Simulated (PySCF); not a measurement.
# C5H7P: reorganisation energies

Wanted: reorganisation energies for C5H7P (`Cc1cc[pH]c1`).

Computed with PySCF 2.14.0 and routines of our own; the level stands in each step. Atoms count from 0.

## 1. The system as given

13 atoms, charge 0, multiplicity 1; geometry from: GFN2-xTB.

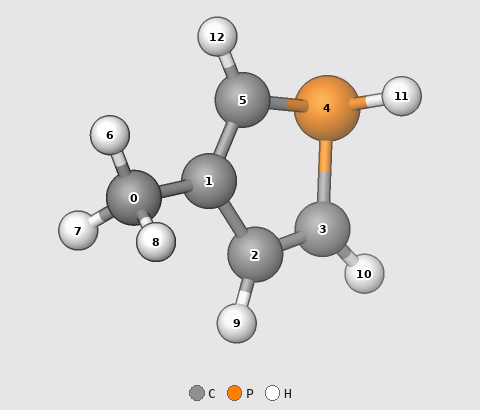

The starting geometry (carbon grey, phosphorus orange, hydrogen white).

## 2. Geometry optimisation at CAM-B3LYP/def2-SV(P)

Job settings and geometry (Å):

```
{"job": {"xc": "CAM-B3LYP", "basis": "def2-SV(P)", "grid": 1, "kind": "geom"}, "charge": 0, "multiplicity": 1}
C     -1.912414     0.035395     0.095035
C     -0.429349     0.114085    -0.044885
C      0.372505    -1.077727    -0.209552
C      1.694254    -0.850059    -0.297023
P      2.047697     0.919056    -0.346142
C      0.308424     1.243362    -0.006522
H     -2.339715     1.020065     0.267550
H     -2.351183    -0.383544    -0.810480
H     -2.177488    -0.616382     0.927212
H     -0.081135    -2.056624    -0.232616
H      2.451163    -1.604712    -0.427098
H      2.504521     1.019697     0.969772
H     -0.091668     2.237874     0.097021
```

On the command line:

```console
$ OMP_NUM_THREADS=1 python excited_run.py task.json out
```

The driver reads the jobs from task.json and runs them one after another.

What it wrote:

```text
step   0  E = -535.68034261  max force = 0.012612
step   1  E = -535.68299752  max force = 0.003863
step   2  E = -535.68308126  max force = 0.001053
step   3  E = -535.68308949  max force = 0.001288
step   4  E = -535.68309687  max force = 0.000508
step   5  E = -535.68309941  max force = 0.000416
optimisation converged
```

Wall time 28 s (1 thread of Arm Neoverse V1, shared host); peak memory 0.51 GiB.

The steps of the relaxation:

| step | energy from step 0 (eV) | largest force component (eV/Å) |
| --- | --- | --- |
| 0 | 0.0000 | 0.6485 |
| 1 | -0.0722 | 0.1986 |
| 2 | -0.0745 | 0.0541 |
| 3 | -0.0747 | 0.0662 |
| 4 | -0.0749 | 0.0261 |
| 5 | -0.0750 | 0.0214 |

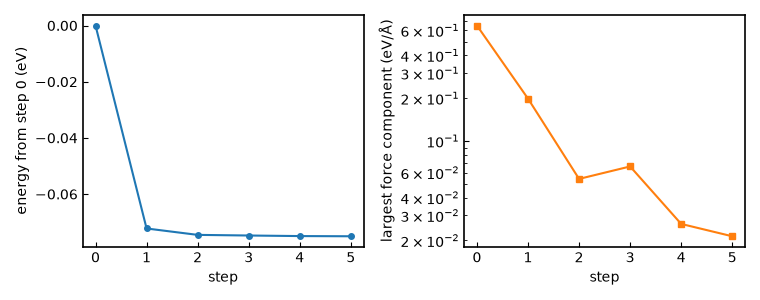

Energy and force, step by step.

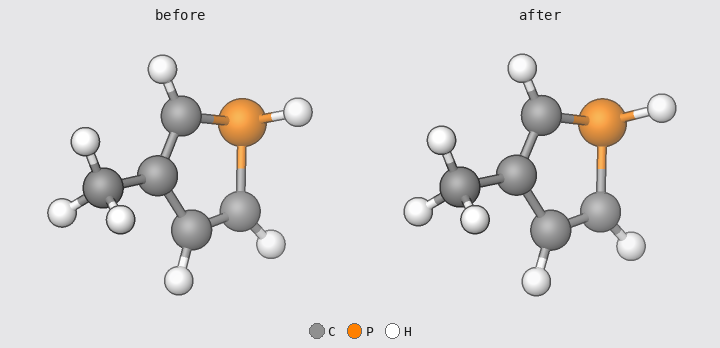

Before and after, at one scale.

Close pairs (by a distance rule), those that changed most:

| bond | before (Å) | after (Å) | change (Å) |
| --- | --- | --- | --- |
| P4–H11 | 1.397 | 1.428 | +0.032 |
| C1–C2 | 1.446 | 1.467 | +0.021 |
| C2–H9 | 1.079 | 1.095 | +0.016 |
| C5–H12 | 1.077 | 1.092 | +0.015 |
| C3–H10 | 1.077 | 1.092 | +0.015 |
| C0–H8 | 1.090 | 1.105 | +0.015 |
| C0–H7 | 1.090 | 1.105 | +0.015 |
| C0–H6 | 1.087 | 1.101 | +0.014 |

The next job starts from the end point, and lists it.

| at the end point | value |
| --- | --- |
| point group (found at 0.08 Å tolerance) | C1 |
| rotational constants (GHz, main isotopes) | 6.467, 2.354, 1.768 |
| dipole moment (D) | 1.09 |

## 3. Relaxation after adding or removing an electron (C5H7P+ (doublet)): UKS CAM-B3LYP/def2-SV(P)

Job settings and geometry (Å):

```
{"job": {"kind": "ionopt", "ions": [1], "xc": "CAM-B3LYP", "basis": "def2-SV(P)", "grid": 1}, "charge": 1, "multiplicity": 2}
C     -1.932062     0.064729     0.128255
C     -0.435514     0.132753     0.042143
C      0.378380    -1.075402    -0.133751
C      1.709210    -0.859147    -0.195533
P      2.052886     0.918964    -0.234304
C      0.310870     1.260250     0.112541
H     -2.371315     1.059975     0.298605
H     -2.366200    -0.345987    -0.800852
H     -2.250566    -0.597970     0.952611
H     -0.081010    -2.066954    -0.205764
H      2.460632    -1.639892    -0.330780
H      2.627622     1.094737     1.061383
H     -0.106913     2.262790     0.229125
```

Level: UKS CAM-B3LYP/def2-SV(P) geometry optimisation of the ion from the geometry of its parent, gas phase.

What it wrote:

```text
step       E/Eh        max force   <S^2>
  0    -535.36332694   0.107495   0.7723
  1    -535.37509675   0.013991   0.7767
  2    -535.37679720   0.007454   0.7760
  3    -535.37728272   0.007250   0.7764
  4    -535.37743739   0.002225   0.7761
  5    -535.37746916   0.002288   0.7763
  6    -535.37751084   0.000397   0.7762
  7    -535.37751902   0.000326   0.7762
optimisation converged
```

Run time: 76 s. Hardware: 1 thread of Arm Neoverse V1, shared host; peak memory 0.56 GiB.

In short:

| quantity | value |
| --- | --- |
| geometry moved (RMSD) | 0.150 Å |
| ⟨S²⟩ | 0.776 |

Bonds of the start that changed most:

| bond | start (Å) | end (Å) |
| --- | --- | --- |
| C5–C1 | 1.354 | 1.423 |
| C1–C2 | 1.467 | 1.413 |
| C2–C3 | 1.350 | 1.389 |
| C0–C1 | 1.501 | 1.486 |
| P4–C5 | 1.809 | 1.798 |
| P4–H11 | 1.428 | 1.423 |

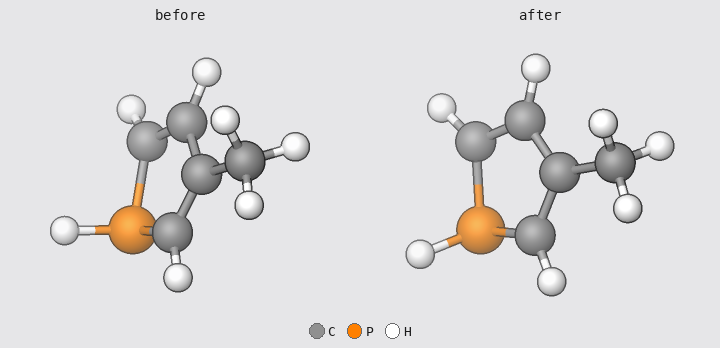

Before and after.

Mulliken spin populations:

C0 -0.01; C1 0.09; C2 -0.05; C3 0.48; P4 -0.08; C5 0.59; H6 0.00; H7 0.01; H8 0.01; H9 0.00; H10 -0.02; H11 0.00; H12 -0.03

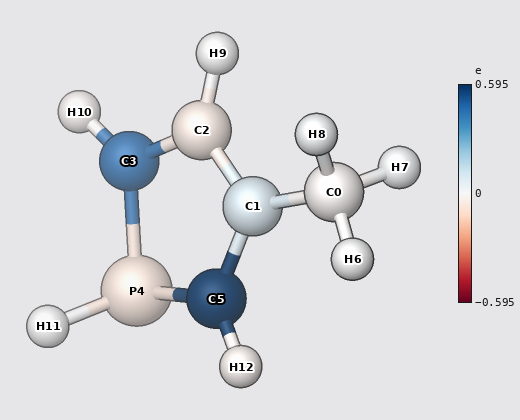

Mulliken spin populations, as colours on the atoms.

The fields below are evaluated on a grid from the run's orbitals.

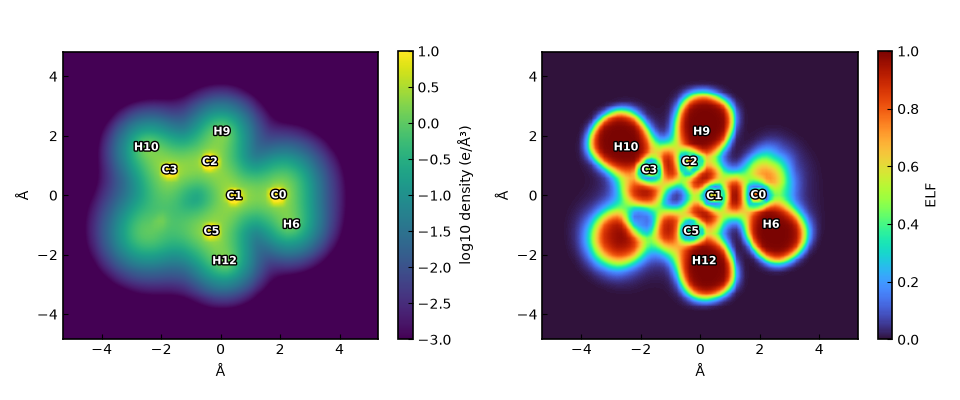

Density (left) and ELF (right) in a plane through or near 9 of the atoms.

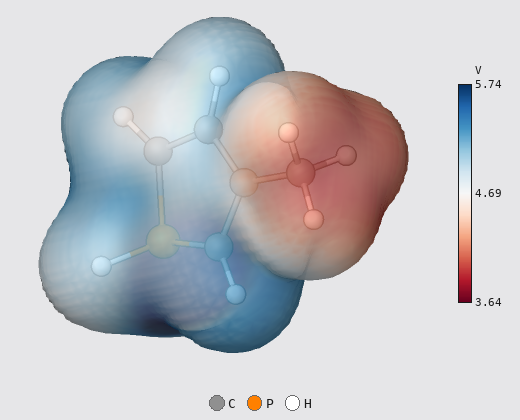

Electrostatic potential on the surface of density 0.002 e/bohr³; red is low, blue high. It runs, from the 1st to the 99th percentile, from 3.64 V near P4 to 5.74 V near H11.

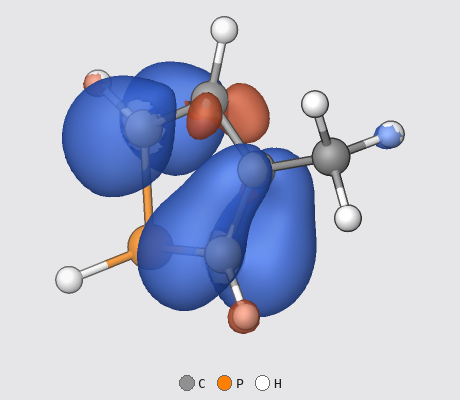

Spin density at ±0.02 e/Å³ (alpha excess blue, beta excess red).

## 4. Reorganisation energies: UKS CAM-B3LYP/def2-SV(P)

The job, as its differences from that of step 3:

```diff
@@ -1,2 +1,2 @@
-{"job": {"kind": "ionopt", "ions": [1], "xc": "CAM-B3LYP", "basis": "def2-SV(P)", "grid": 1}, "charge": 1, "multiplicity": 2}
+{"job": {"kind": "reorg", "ions": [1, -1], "xc": "CAM-B3LYP", "basis": "def2-SV(P)", "grid": 1}, "charge": 0, "multiplicity": 1}
 C     -1.932062     0.064729     0.128255
```

With the program's defaults for keys left out, this is: UKS CAM-B3LYP/def2-SV(P) four-point reorganisation energy, gas phase.

What it wrote:

```text
final grid: 49616 points
cycle   1  E = -535.6561972543  dE =  8.923e-01  |g| = 2.829e-01  |ddm| = 3.829e+00
cycle   2  E = -535.6693988812  dE = -1.320e-02  |g| = 2.181e-01  |ddm| = 6.391e-01
cycle   3  E = -535.6826111898  dE = -1.321e-02  |g| = 3.660e-02  |ddm| = 3.178e-01
cycle   4  E = -535.6830053929  dE = -3.942e-04  |g| = 1.791e-02  |ddm| = 7.455e-02
cycle   5  E = -535.6830910799  dE = -8.569e-05  |g| = 4.691e-03  |ddm| = 2.515e-02
cycle   6  E = -535.6830981546  dE = -7.075e-06  |g| = 1.497e-03  |ddm| = 7.251e-03
cycle   7  E = -535.6830992120  dE = -1.057e-06  |g| = 4.907e-04  |ddm| = 3.053e-03
cycle   8  E = -535.6830993956  dE = -1.836e-07  |g| = 1.655e-04  |ddm| = 1.506e-03
cycle   9  E = -535.6830994101  dE = -1.457e-08  |g| = 8.393e-05  |ddm| = 5.367e-04
cycle  10  E = -535.6830994128  dE = -2.714e-09  |g| = 2.776e-05  |ddm| = 1.702e-04
cycle  11  E = -535.6830994131  dE = -2.760e-10  |g| = 7.424e-06  |ddm| = 5.407e-05
converged SCF energy = -535.6830994131

hole transfer: vertical 8.5726 eV, relaxation of the ion converged
  adiabatic 8.3153 eV, lambda(ion) 0.2574, lambda(parent) 0.2857, total 0.5431 eV

electron transfer: vertical -1.0382 eV, relaxation of the ion skipped
```

Wall time 11 s (1 thread of Arm Neoverse V1, shared host); peak memory 0.59 GiB.

## 5. Summary of results

```
                                                     quantity                 value
                                                  point group                    C1
                         rotational constants (main isotopes)  6.47, 2.35, 1.77 GHz
     geometry moved (RMSD) (step 3, UKS CAM-B3LYP/def2-SV(P))               0.150 Å
hole reorganisation energy (step 4, UKS CAM-B3LYP/def2-SV(P))             0.5431 eV
```

What this shows: The optimisation took 5 steps and gained 0.075 eV; among the close pairs (by a distance rule), P4–H11 changed most, from 1.397 to 1.428 Å. In step 3 (relaxation after adding or removing an electron), among the bonds C5–C1 changes most, from 1.354 to 1.423 Å.
